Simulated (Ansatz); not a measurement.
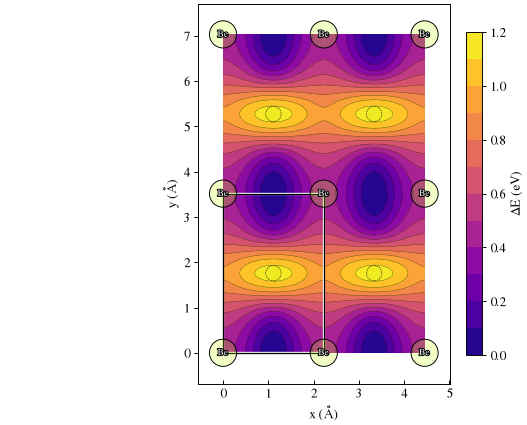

Cl on a Be(100) slab cut from the P6_3/mmc phase, its upper half relaxed before the scan (24 atoms of substrate and one adsorbate in a 2 × 2 cell). Cl is moved over the surface cell; relaxed at each place: the height of the adsorbate's atoms; substrate rigid; the origin of the map has the adsorbate above Be21. Places are given modulo a cell vector. The map is drawn in real space over the plane of the surface. The grid has 6 × 8 points; 20 points were computed and 28 follow by symmetry. Places are given in fractions of the 1 × 1 surface cell. Energies: eV, counted from the lowest grid point. The runs have no spin polarisation; a magnetic state may lie lower. The calculation used DFT LDA, scalar-relativistic, plane waves, PAW in Ansatz. Settings: cutoff 420 eV, k-mesh 6×4×1, gaussian smearing 0.1 eV, no spin polarisation.

The picture shows filled contours, labelled circles for the atoms of the top layer and small ones for the second layer, the outline of one cell of the 2 × 2 shown. Between grid points the surface is interpolated.

The lowest grid point is at a bridge site between two Be atoms, over a third-layer Be atom, (3/6, 0/8) of the cell vectors. No other kind of well shows on this grid. The highest grid point, a fourfold hollow over a second-layer Be atom, (3/6, 4/8) of the cell vectors, lies 1.15 eV above the lowest. On the interpolated surface the easiest way out of the lowest well to its copy in the next cell or period passes a barrier of about 0.44 eV. At the lowest point the adsorbate has 2 Be at 2.07 Å as nearest neighbours, at the highest 1 Be at 2.19 Å. Its relaxed height above the top atom is 1.74 Å at the lowest and 1.75 Å at the highest point.

Cl is replaced by Li; all else is set up alike. 

What does this change do to the map?

Answer. The minimum (interpolated where it lies between grid points) moves from a bridge site between two Be atoms, over a third-layer Be atom, (3/6, 0/8) of the cell vectors to the trough between two rows of top atoms, (0/6, 4/8) of the cell vectors. The highest place moves from a fourfold hollow over a second-layer Be atom, (3/6, 4/8) of the cell vectors to the top site over a surface Be atom, (0/6, 0/8) of the cell vectors. The span from the lowest to the highest grid point shrinks from 1.15 to 0.70 eV. In the new map: at the lowest point the adsorbate has 4 Be at 2.41 Å as nearest neighbours, at the highest 1 Be at 2.13 Å. Its relaxed height above the top atom is 1.68 Å at the lowest and 2.13 Å at the highest point.

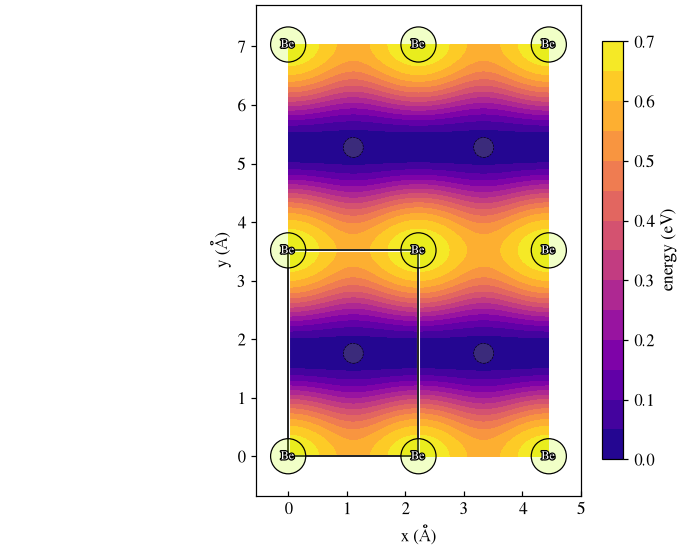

The map after the change, on a colour scale of its own. The picture shows filled contours, labelled circles for the atoms of the top layer and small ones for the second layer, the outline of one cell of the 2 × 2 shown. Between grid points the surface is interpolated.
